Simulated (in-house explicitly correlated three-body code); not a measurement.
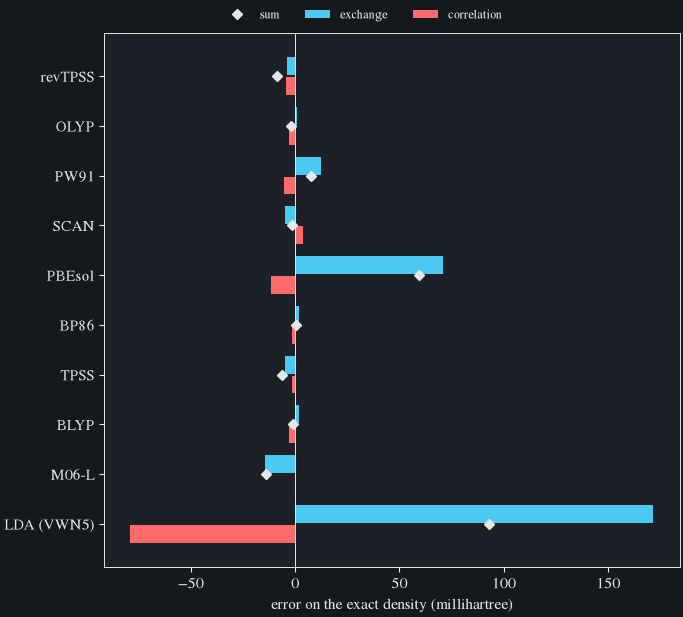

Two electrons around a point charge Z = 2.34. Computed variationally in 260 exponentially correlated functions with an in-house code, non-relativistic, converged to about 10⁻⁷ hartree. The exact exchange and correlation energies are −1238 and −42.70 millihartree. The plot shows the errors of BLYP, BP86, LDA (VWN5), M06-L, OLYP, PBEsol, PW91, SCAN, TPSS and revTPSS, evaluated on the exact density.

> Which functional is best in the sum, and where do errors cancel?

By the size of the summed error (millihartree): BP86 +0.54, BLYP −0.88, SCAN −1.2, OLYP −2.0, TPSS −6.0, PW91 +7.6, revTPSS −8.4, M06-L −14, PBEsol +60, LDA (VWN5) +93. Errors of exchange and correlation cancel by a quarter or more for BP86 (+1.9 and −1.4), BLYP (+1.9 and −2.8), SCAN (−4.9 and +3.8), PW91 (+13 and −5.0) and LDA (VWN5) (+172 and −79).
